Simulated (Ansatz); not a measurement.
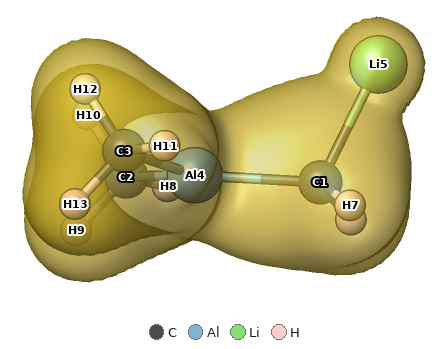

The picture shows: C3H8AlLi (SMILES [Li][CH2][Al]([CH3])[CH3]). Isosurface of the total electron density at 0.1 e/Å³ (yellow), seen from one side.

Geometry: r2SCAN-D4/def2-SVP.

Method: isolated molecule in a Gaussian basis; Kohn-Sham density functional theory, functional PBE0 in Ansatz.

```xyz
13

C    -1.7005    0.4455   -0.7827
C    -0.4659   -0.5780    2.2075
C     1.5429   -0.5034   -0.4682
Al   -0.2833   -0.2552    0.2606
Li   -1.7607    2.4348   -0.7585
H    -2.7230    0.2018   -0.4268
H    -1.6371    0.2480   -1.8727
H    -1.4784   -0.3758    2.5974
H    -0.2304   -1.6285    2.4606
H     0.2425    0.0319    2.7987
H     1.6317   -0.2478   -1.5382
H     2.2949    0.0965    0.0776
H     1.8730   -1.5537   -0.3630
```

> What does this surface tell about the bonding?

At this value the surface is in one piece. It bridges the sampled C–Al (1.89 Å), C–Li (1.99 Å), C–H (1.10 Å) and C–Al (1.98 Å) contacts, where the density stays above the isovalue. On the grid the lowest density along these lines, outside the cores, is 0.66 e/Å³ (C–Al, 1.89 Å), 0.36 e/Å³ (C–Li, 1.99 Å), 1.8 e/Å³ (C–H, 1.10 Å) and 0.58 e/Å³ (C–Al, 1.98 Å).
